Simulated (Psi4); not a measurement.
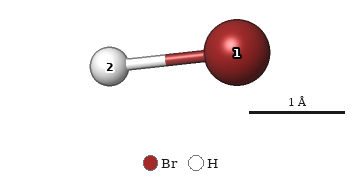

**Figure 1.** The structure (ball-and-stick view, seen at a tilt; atoms are numbered from 1 in the order of the input).

**HBr: field calculation**

HBr, computed with LCCD/cc-pVTZ, RHF, in an applied electric field (Psi4 1.11).

The geometry comes from this level: GFN2-xTB.

Log:
```
Psi4 1.11 release

    For method 'LCCD', SCF Algorithm Type (re)set to DISK_DF.

   => Loading Basis Set <=

    Name: CC-PVTZ
    Role: ORBITAL
    Keyword: BASIS

         ---------------------------------------------------------
                                   SCF
                              RHF Reference
                        1 Threads,   1525 MiB Core
         ---------------------------------------------------------

  ==> Geometry <==

    Molecular point group: c1
    Full point group: C_inf_v

    Geometry (in Angstrom), charge = 0, multiplicity = 1:

       Center              X                  Y                   Z               Mass
    ------------   -----------------  -----------------  -----------------  -----------------
         BR          -0.594900000000     0.214950000000    -0.300840000000    78.918337600000
         H            0.594900000000    -0.214950000000     0.300840000000     1.007825032230

  Running in c1 symmetry.

  Rotational constants: A = ************  B =      0.42990  C =      0.42990 [cm^-1]
  Rotational constants: A = ************  B =  12888.07655  C =  12888.07655 [MHz]
  Nuclear repulsion =   13.414438237094247

  Charge       = 0
  Multiplicity = 1
  Electrons    = 36
  Nalpha       = 18
  Nbeta        = 18

  ==> Algorithm <==

  SCF Algorithm Type is DISK_DF.
  DIIS enabled.
  MOM disabled.
  Fractional occupation disabled.
  Guess Type is SAD.
  Energy threshold   = 1.00e-08
  Density threshold  = 1.00e-08
  Integral threshold = 1.00e-12

  ==> Primary Basis <==

  Basis Set: CC-PVTZ
    Blend: CC-PVTZ
    Number of shells: 21
    Number of basis functions: 57
    Number of Cartesian functions: 64
    Spherical Harmonics?: true
    Max angular momentum: 3

   => Loading Basis Set <=

    Name: (CC-PVTZ AUX)
    Role: JKFIT
    Keyword: DF_BASIS_SCF

  ==> Integral Setup <==

  ==> DiskDFJK: Density-Fitted J/K Matrices <==

    J tasked:                  Yes
    K tasked:                  Yes
    wK tasked:                  No
    Integrals threads:           1
    Memory [MiB]:             1144
    Algorithm:                Core
    Integral Cache:           SAVE
    Schwarz Cutoff:          1E-12
    Fitting Condition:       1E-10

   => Auxiliary Basis Set <=

  Basis Set: (CC-PVTZ AUX)
    Blend: CC-PVTZ-JKFIT
    Number of shells: 61
    Number of basis functions: 237
    Number of Cartesian functions: 304
    Spherical Harmonics?: true
    Max angular momentum: 4

  Perturbing V by -0.010000 mu(z).
  Minimum eigenvalue in the overlap matrix is 3.6076526469E-03.
  Reciprocal condition number of the overlap matrix is 9.2666977187E-04.
    Using symmetric orthogonalization.

  ==> Pre-Iterations <==

  SCF Guess: Superposition of Atomic Densities via on-the-fly atomic UHF (no occupation information).

   -------------------------
    Irrep   Nso     Nmo
   -------------------------
     A         57      57
   -------------------------
    Total      57      57
   -------------------------

  ==> Iterations <==

                           Total Energy        Delta E     RMS |[F,P]|

   @DF-RHF iter SAD: -2571.26199677571412   -2.57126e+03   0.00000e+00
   @DF-RHF iter   1: -2572.86515680913817   -1.60316e+00   1.64886e-02 DIIS/ADIIS
   @DF-RHF iter   2: -2573.01450765080199   -1.49351e-01   7.85923e-03 DIIS/ADIIS
   @DF-RHF iter   3: -2573.05044445240901   -3.59368e-02   3.60466e-04 DIIS/ADIIS
   @DF-RHF iter   4: -2573.05082027474373   -3.75822e-04   8.70298e-05 DIIS
   @DF-RHF iter   5: -2573.05085937282820   -3.90981e-05   1.59349e-05 DIIS
   @DF-RHF iter   6: -2573.05086035611748   -9.83289e-07   3.30484e-06 DIIS
   @DF-RHF iter   7: -2573.05086038969603   -3.35785e-08   7.08608e-07 DIIS
   @DF-RHF iter   8: -2573.05086039177877   -2.08274e-09   1.02116e-07 DIIS
   @DF-RHF iter   9: -2573.05086039182470   -4.59295e-11   2.22511e-08 DIIS
   @DF-RHF iter  10: -2573.05086039183152   -6.82121e-12   8.09074e-09 DIIS
  Energy and wave function converged.

  ==> Post-Iterations <==

    Orbital Energies [Eh]
    ---------------------

    Doubly Occupied:

       1A   -490.037715     2A    -65.178556     3A    -58.533633
       4A    -58.532460     5A    -58.532457     6A     -9.852912
       7A     -7.464613     8A     -7.457893     9A     -7.457883
      10A     -3.208249    11A     -3.204315    12A     -3.204301
      13A     -3.196296    14A     -3.196296    15A     -1.039876
      16A     -0.588458    17A     -0.439247    18A     -0.439243

    Virtual:

      19A      0.113117    20A      0.289493    21A      0.371603
      22A      0.376018    23A      0.389953    24A      0.479791
      25A      0.479910    26A      0.531120    27A      0.531120
      28A      0.557418    29A      0.808626    30A      0.991770
      31A      0.991803    32A      1.329035    33A      1.731066
      34A      1.731066    35A      1.761406    36A      1.761406
      37A      1.864548    38A      1.864552    39A      1.914934
      40A      2.009578    41A      2.009606    42A      2.033428
      43A      2.033428    44A      2.096976    45A      2.096977
      46A      2.124980    47A      2.308284    48A      2.716417
      49A      3.492678    50A      3.492678    51A      3.591694
      52A      3.867178    53A      3.867182    54A      4.175085
      55A      4.175088    56A      4.386023    57A      5.412307

    Final Occupation by Irrep:
              A
    DOCC [    18 ]
    NA   [    18 ]
    NB   [    18 ]

  @DF-RHF Final Energy: -2573.05086039183152

   => Energetics <=

    Nuclear Repulsion Energy =             13.4144382370942470
    One-Electron Energy =               -3609.8017956892040274
    Two-Electron Energy =                1023.3364970602785888
    Total Energy =                      -2573.0508603918315202

Computation Completed

Properties will be evaluated at   0.000000,   0.000000,   0.000000 [a0]

Properties computed using the SCF density matrix

 Multipole Moments:

 ------------------------------------------------------------------------------------
     Multipole            Electronic (a.u.)      Nuclear  (a.u.)        Total (a.u.)
 ------------------------------------------------------------------------------------

 L = 1.  Multiply by 2.5417464519 to convert [e a0] to [Debye]
 Dipole X            :         38.5786414          -38.2227344            0.3559070
 Dipole Y            :        -13.9392822           13.8106854           -0.1285967
 Dipole Z            :         19.6599361          -19.3291771            0.3307591
 Magnitude           :                                                    0.5026017

 ------------------------------------------------------------------------------------

	total time  =          2 seconds =       0.03 minutes
  Constructing Basis Sets for DFOCC...

   => Loading Basis Set <=

    Name: (CC-PVTZ AUX)
    Role: JKFIT
    Keyword: DF_BASIS_SCF

   => Loading Basis Set <=

    Name: (CC-PVTZ AUX)
    Role: RIFIT
    Keyword: DF_BASIS_CC

  Module DFOCC Options:
  ----------------------------------------------------------------------------
  ACTIVE                        => (empty)
  BASIS_RELATIVISTIC            => (empty)
  BENCH                         => (empty)
  CC_DIIS_MAX_VECS              => (empty)
  CC_DIIS_MIN_VECS              => (empty)
  CC_LAMBDA                     => (empty)
  CC_MAXITER                    => (empty)
  CC_TYPE                       => DF              !
  CHOLESKY                      => FALSE           !
  CHOLESKY_TOLERANCE            => (empty)
  CI_TYPE                       => (empty)
  COMPUT_S2                     => (empty)
  CUBEPROP_BASIS_FUNCTIONS      => (empty)
  CUBEPROP_FILEPATH             => (empty)
  CUBEPROP_ISOCONTOUR_THRESHOLD => (empty)
  CUBEPROP_ORBITALS             => (empty)
  CUBEPROP_TASKS                => (empty)
  CUBIC_BASIS_TOLERANCE         => (empty)
  CUBIC_BLOCK_MAX_POINTS        => (empty)
  CUBIC_GRID_OVERAGE            => (empty)
  CUBIC_GRID_SPACING            => (empty)
  CUTOFF                        => (empty)
  DDX                           => (empty)
  DEBUG                         => (empty)
  DERTYPE                       => (empty)
  DF_BASIS_CC                   => (empty)
  DIE_IF_NOT_CONVERGED          => (empty)
  DKH_ORDER                     => (empty)
  DOCC                          => (empty)
  DO_DIIS                       => (empty)
  DO_LEVEL_SHIFT                => (empty)
  DO_SCS                        => FALSE           !
  DO_SOS                        => FALSE           !
  E3_SCALE                      => (empty)
  EKT_IP                        => (empty)
  EXTERNAL_POTENTIAL_SYMMETRY   => (empty)
  E_CONVERGENCE                 => 1e-06           !
  FREEZE_CORE                   => TRUE            !
  FREEZE_CORE_POLICY            => (empty)
  FROZEN_DOCC                   => (empty)
  FROZEN_UOCC                   => (empty)
  HESS_TYPE                     => (empty)
  INTEGRAL_CUTOFF               => (empty)
  INTEGRAL_PACKAGE              => (empty)
  LEVEL_SHIFT                   => (empty)
  LINEQ_SOLVER                  => (empty)
  LITERAL_CFOUR                 => (empty)
  LS_THC_BASIS_TOLERANCE        => (empty)
  LS_THC_DF                     => (empty)
  LS_THC_PRUNING_SCHEME         => (empty)
  LS_THC_RADIAL_POINTS          => (empty)
  LS_THC_SPHERICAL_POINTS       => (empty)
  LS_THC_S_EPSILON              => (empty)
  LS_THC_WEIGHTS_TOLERANCE      => (empty)
  MAT_NUM_COLUMN_PRINT          => (empty)
  MAX_MOGRAD_CONVERGENCE        => (empty)
  MAX_RADIAL_MOMENT             => (empty)
  MBIS_D_CONVERGENCE            => (empty)
  MBIS_MAXITER                  => (empty)
  MBIS_PRUNING_SCHEME           => (empty)
  MBIS_RADIAL_POINTS            => (empty)
  MBIS_SPHERICAL_POINTS         => (empty)
  MOLDEN_WITH_VIRTUAL           => (empty)
  MOLDEN_WRITE                  => (empty)
  MO_DIIS_NUM_VECS              => (empty)
  MO_MAXITER                    => (empty)
  MO_STEP_MAX                   => (empty)
  MP2_AMP_TYPE                  => (empty)
  MP2_OS_SCALE                  => (empty)
  MP2_SOS_SCALE                 => (empty)
  MP2_SOS_SCALE2                => (empty)
  MP2_SS_SCALE                  => (empty)
  MP2_TYPE                      => (empty)
  MP_TYPE                       => (empty)
  NAT_ORBS                      => FALSE           !
  NUM_FROZEN_DOCC               => (empty)
  NUM_FROZEN_UOCC               => (empty)
  NUM_GPUS                      => (empty)
  OCC_ORBS_PRINT                => (empty)
  OEPROP                        => (empty)
  OO_SCALE                      => (empty)
  OPT_METHOD                    => (empty)
  ORBITAL_OPTIMIZER_PACKAGE     => (empty)
  ORB_OPT                       => FALSE           !
  ORB_RESP_SOLVER               => (empty)
  ORTH_TYPE                     => (empty)
  PARENT_SYMMETRY               => (empty)
  PCG_BETA_TYPE                 => (empty)
  PCG_CONVERGENCE               => (empty)
  PCG_MAXITER                   => (empty)
  PCM                           => (empty)
  PE                            => (empty)
  PPL_TYPE                      => (empty)
  PRINT                         => (empty)
  PRINT_NOONS                   => (empty)
  PROPERTIES                    => (empty)
  PROPERTIES_ORIGIN             => (empty)
  PUREAM                        => (empty)
  QCHF                          => (empty)
  QC_MODULE                     => (empty)
  RAS1                          => (empty)
  RAS2                          => (empty)
  RAS3                          => (empty)
  RAS4                          => (empty)
  READ_SCF_3INDEX               => (empty)
  REGULARIZATION                => (empty)
  REG_PARAM                     => (empty)
  RELATIVISTIC                  => (empty)
  REMP_A                        => (empty)
  RESTRICTED_DOCC               => (empty)
  RESTRICTED_UOCC               => (empty)
  RMS_MOGRAD_CONVERGENCE        => (empty)
  R_CONVERGENCE                 => (empty)
  SCF_TYPE                      => DISK_DF         !
  SCREENING                     => (empty)
  SCS_TYPE                      => (empty)
  SOCC                          => (empty)
  SOS_TYPE                      => (empty)
  TRIPLES_IABC_TYPE             => (empty)
  WFN                           => (empty)
  WFN_TYPE                      => DF-OLCCD        !
  WRITER_FILE_LABEL             => (empty)
  ZORA_BASIS_TOLERANCE          => (empty)
  ZORA_NR_DEBUG                 => (empty)
  ZORA_PRUNING_SCHEME           => (empty)
  ZORA_RADIAL_POINTS            => (empty)
  ZORA_SPHERICAL_POINTS         => (empty)

	For this residual convergence, default PCG convergence is:     1.00e-07
	For this energy convergence, default residual convergence is:     3.16e-07

 ==============================================================================
 ==============================================================================
 ==============================================================================

                       DF-LCCD

 ==============================================================================
 ==============================================================================
 ==============================================================================

	MO spaces...

	 FC   OCC   VIR   FV
	----------------------
	  9    9    39    0

	Number of basis functions in the DF-CC basis: 196

	Total memory requirement for DF+CC int:      6.68 MB

	Computing DF-MP2 energy ...
	=======================================================================
	Nuclear Repulsion Energy (a.u.)    :    13.41443823709425
	DF-HF Energy (a.u.)                : -2573.05086039183152
	REF Energy (a.u.)                  : -2573.05086039183152
	DF-MP2 Correlation Energy (a.u.)   :    -0.23754135270053
	DF-MP2 Total Energy (a.u.)         : -2573.28840174453217
	=======================================================================

 ==============================================================================
 ================ Performing DF-LCCD iterations... =============================
 ==============================================================================

  Iter       E_corr                  DE                 T2 RMS
  ----   ----------------      ----------------       ----------
   1      -0.2503659709         -0.0128246182         1.11e-04
   2      -0.2573058311         -0.0069398602         3.78e-05
   3      -0.2571585664          0.0001472647         6.84e-06
   4      -0.2571825165         -0.0000239501         1.99e-06
   5      -0.2571869183         -0.0000044018         3.27e-07
   6      -0.2571858052          0.0000011131         7.92e-08
   7      -0.2571863420         -0.0000005368         1.66e-08

 ==============================================================================
 ===================== DF-LCCD ITERATIONS ARE CONVERGED =======================
 ==============================================================================

	=======================================================================
	================ LCCD FINAL RESULTS ===================================
	=======================================================================
	Nuclear Repulsion Energy (a.u.)    :    13.41443823709425
	SCF Energy (a.u.)                  : -2573.05086039183152
	REF Energy (a.u.)                  : -2573.05086039183152
	DF-LCCD Correlation Energy (a.u.)  :    -0.25718634201544
	DF-LCCD Total Energy (a.u.)        : -2573.30804673384682
	=======================================================================

	total time  =          0 seconds =       0.00 minutes

    Psi4 run time: 0:00:02.25
```

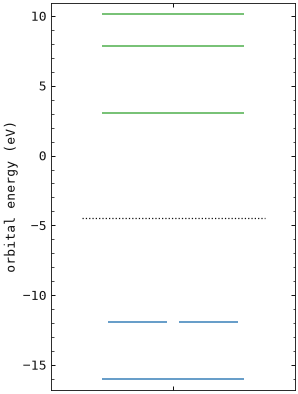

**Figure 2.** Orbital energies near the frontier (SCF reference); the dotted line parts filled from empty levels, and levels within 0.02 eV of each other stand side by side. Highest filled −11.95 eV, lowest empty 3.08 eV, 15.03 eV apart.

This output came from the following input.

The input (job.in):
```
memory 1.6 GB

molecule molecule1 {
  0 1
  Br    -0.594900     0.214950    -0.300840
  H      0.594900    -0.214950     0.300840
  symmetry c1
  no_reorient
  no_com
}

set {
  basis cc-pVTZ
  reference rhf
  freeze_core true
  cc_type df
  perturb_h true
  perturb_with dipole
  perturb_dipole [-0.0, -0.0, -0.01]
}

energy("lccd")
```

Run as:
```bash
psi4 -n 1 job.in job.out
```

Summary:

| quantity | value |
| --- | --- |
| outcome | converged |
| total energy | −2573.308047 hartree |
| SCF energy | −2573.050860 hartree |
| MP2 energy | −2573.288402 hartree |
| correlation energy | −0.257186 hartree |
| basis functions | 57 |
| HOMO of the SCF reference | −11.95 eV |
| LUMO of the SCF reference | 3.08 eV |
| hardware | 1 thread of Intel Xeon (Granite Rapids), 12 GiB of memory available, shared host |
| wall time | 3 s |
| peak memory | 0.81 GiB |
